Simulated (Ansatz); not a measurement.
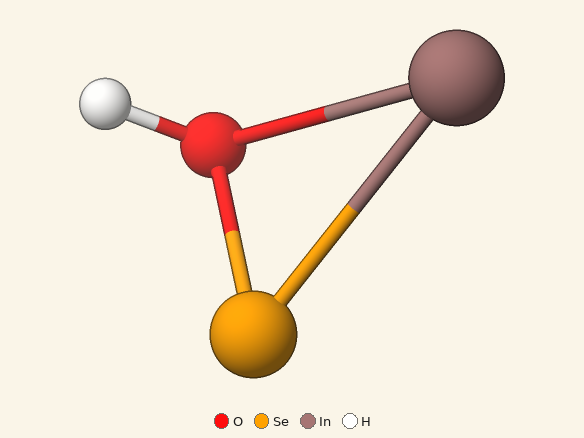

A ball-and-stick model of a molecule.

Describe the molecule.

It has 4 atoms: 1 hydrogen, 1 indium, 1 oxygen and 1 selenium (HInOSe). This geometry has C1 symmetry. Coordination, clear cases only: 1 O trigonal pyramidal.

More results for the same structure follow; atom numbers are the same in all pictures, views and colours differ. Computed geometry: PBE0-D4/def2-TZVP optimisation. No frequency run is at hand to confirm it as a minimum.

Shape

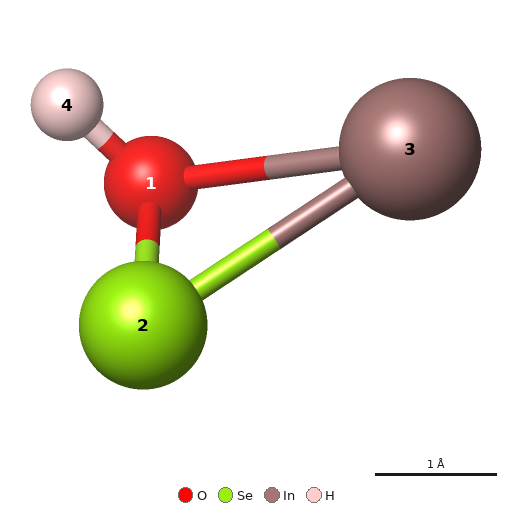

Numbered structure. No frequency run is at hand to confirm it as a minimum.

Give these bond angles: Se2–O1–In3, Se2–O1–H4, In3–O1–H4, O1–Se2–In3, O1–In3–Se2.

```json
{"angle": "Se2–O1–In3", "degrees": "72.3"}
{"angle": "Se2–O1–H4", "degrees": "105.6"}
{"angle": "In3–O1–H4", "degrees": "117.3"}
{"angle": "O1–Se2–In3", "degrees": "64.8"}
{"angle": "O1–In3–Se2", "degrees": "42.8"}
```

Dipole moment

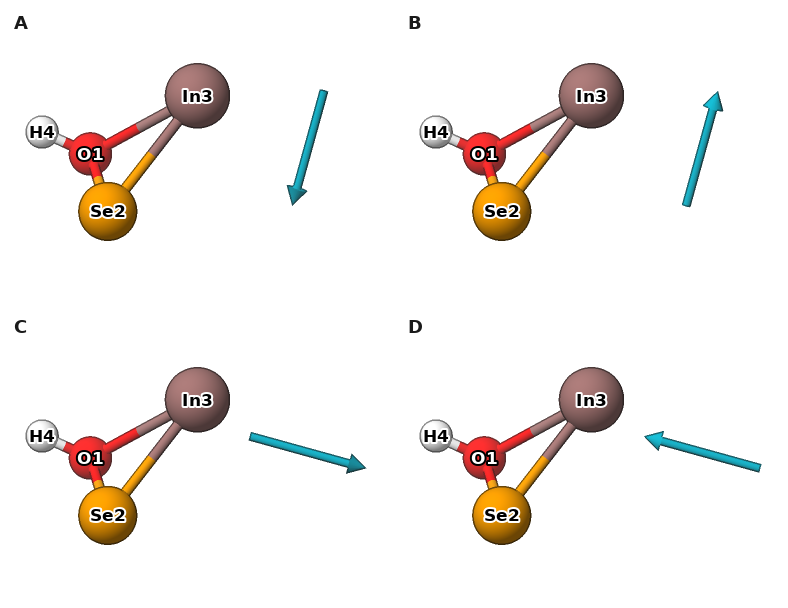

The same molecule four times, each with an arrow. No frequency run is at hand to confirm it as a minimum. Method: RKS PBE0-D4/def2-TZVP, core potentials on In (Ansatz 0.2.0).

Which arrow points along the dipole moment, from the negative to the positive end?

B. The dipole moment is 2.55 D; it points from the side of Se2 to the side of In3 (the outermost atoms at the two ends).

Electronic properties

No frequency run is at hand to confirm it as a minimum. Level of theory: RKS PBE0-D4/def2-TZVPP, core potentials on In (Ansatz 0.2.0).

What does the calculation give?

- HOMO energy (Kohn–Sham orbital): −6.08 eV
- LUMO energy (Kohn–Sham orbital): −1.69 eV
- HOMO–LUMO gap: 4.40 eV

Charges

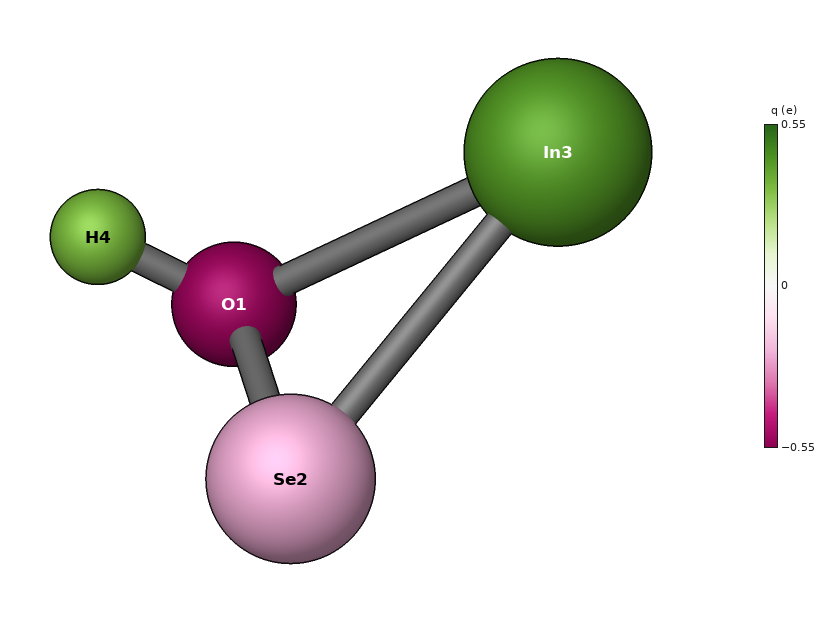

Atoms are coloured by their Mulliken charges. No frequency run is at hand to confirm it as a minimum. Properties computed with RKS PBE0-D4/def2-TZVP, core potentials on In (Ansatz 0.2.0).

Which atom carries the highest charge (most positive or least negative)?

In3 (0.42 e).

And the lowest?

O1 (−0.53 e).

Give the Mulliken charges atom by atom.

```
atom  value (e)
  O1      −0.53
 Se2      −0.24
 In3       0.42
  H4       0.34
```

Mulliken values depend strongly on the basis set and can even reverse the polarity of a bond.
